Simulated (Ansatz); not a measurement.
Base system: MgO in the rock salt structure (space group Fm-3m, No. 225; a = 4.214 Å). Axes: x, y, z lie along the cube axes.

Modification: tensile biaxial strain of 0.83 % in the plane normal to [111], as in epitaxy on a mismatched substrate; the out-of-plane cell vector and the atoms relax.

Method: PBEsol, PAW, 420 eV (Ansatz, a program for electronic structure; without spin-orbit coupling).

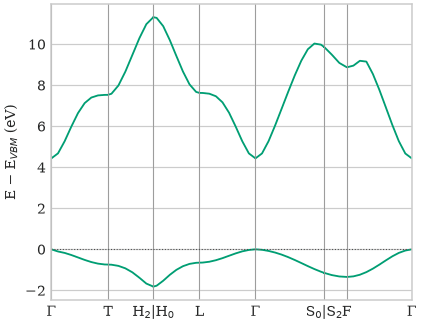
Fig. 1. Highest valence and lowest conduction band along the path of the changed cell's own zone

**Question.** Read the changed gap and its character from the plot.

**Answer.** About 4.4 eV, direct at Γ.

Whether these cells are dynamically stable was not tested. Labels are those of the standard path for the cell's own space group.
